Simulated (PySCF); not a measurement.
C₂H₆OSi (SMILES C=C[SiH2]O)

Input file:

```
{"job": {"kind": "nmr", "xc": "PBE0", "basis": "pcSseg-1"}, "charge": 0, "multiplicity": 1}
C      1.590561     0.121097    -0.151435
C      0.634846    -0.736593     0.171837
Si    -1.118173    -0.261999     0.680117
O     -1.374758     1.339668     0.555224
H      2.585993    -0.187043    -0.435925
H      1.422183     1.187368    -0.139078
H      0.871556    -1.793377     0.149314
H     -2.048472    -0.996371    -0.186066
H     -1.359704    -0.482673     2.100031
H     -1.195148     1.814577    -0.251492
```

Launched as:

```sh
OMP_NUM_THREADS=1 python probes_run.py task.json out
```

Geometry: GFN2-xTB.

Theory: PBE0/pcSseg-1, SCF density, gas phase, non-relativistic (PySCF).

**What will maps of the electron density and electron localisation function show?**

C–C (1.32 Å): ρ at the midpoint is about 2.3 e/Å³; the ELF peaks at about 0.90 between the atoms; a short, multiple covalent bond.
Si–O (1.63 Å): ρ is about 1.2 e/Å³ halfway; the ELF peaks at about 0.85 between the atoms (a short, strongly polar bond).
C–Si (1.89 Å): the density is about 0.95 e/Å³ at the midpoint; the ELF peaks at about 0.95 between the atoms (a shared electron pair).
C–H (1.08 Å): ρ at the midpoint is about 2 e/Å³; the ELF climbs to about 1 towards the hydrogen, as it does in any bond to H; a covalent bond by its length.

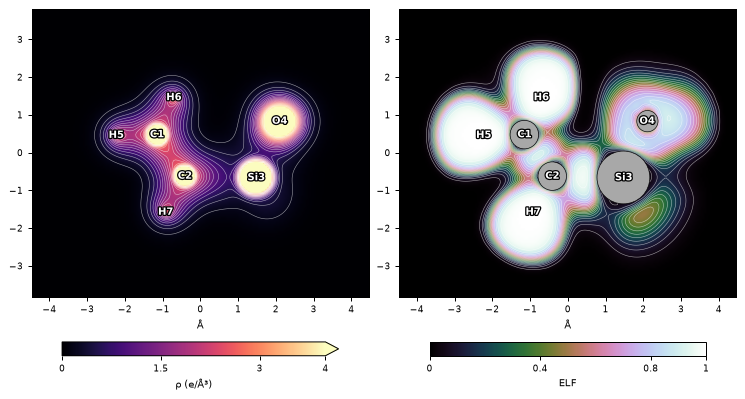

Computed electron density and electron localisation function on the plane of atoms C2, C1 and H6, in this order. Grey discs cover the atomic cores in the ELF map. 
